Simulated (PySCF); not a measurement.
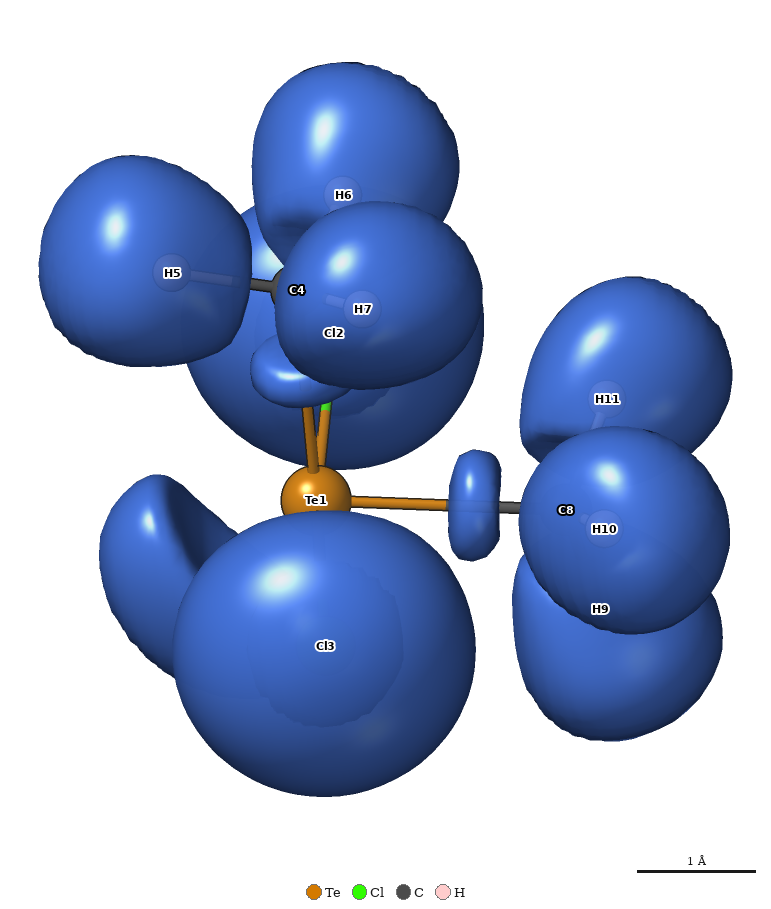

*C₂H₆Cl₂Te (TeCl2Me2). Isosurface of the electron localisation function at 0.75 (blue), seen at an oblique angle. Only the valence region is drawn (cores and ρ < 0.01 e/Å³ removed).*

Geometry: PBE0-D3(BJ)/def2-SVP; core potentials replace the inner electrons of Te.

Computed with B3LYP/def2-SVPD, SCF density, gas phase, scalar-relativistic core potentials on the heavy atoms (PySCF 2.14.0).

```xyz
11

Te   -0.6980   -0.9411    0.0222
Cl   -0.5734   -0.7847    2.5180
Cl   -0.6337   -0.8355   -2.4774
C     1.4266   -0.7757   -0.0186
H     1.8329   -1.7891   -0.1305
H     1.7303   -0.3346    0.9376
H     1.6836   -0.1624   -0.8897
C    -1.1121    1.1498    0.0162
H    -2.1985    1.2679    0.1191
H    -0.7657    1.5404   -0.9469
H    -0.5941    1.5796    0.8808
```

**Where are the electrons localised?**

At this value the surface marks out two regions between bonded C–Te atoms (shared pairs), six regions around hydrogen nuclei, one lobe on Te, pointing away from the bonds (lone pairs) and two regions wrapped around Cl (its lone pairs, merged into a ring or cap).

Values along the shortest contacts:
C–Te (2.13 Å): the ELF peaks at about 0.90 between the atoms, as expected for a shared electron pair. Te–Cl (2.50 Å): the ELF peaks at about 0.85 between the atoms, as expected for a shared but strongly polarised pair.
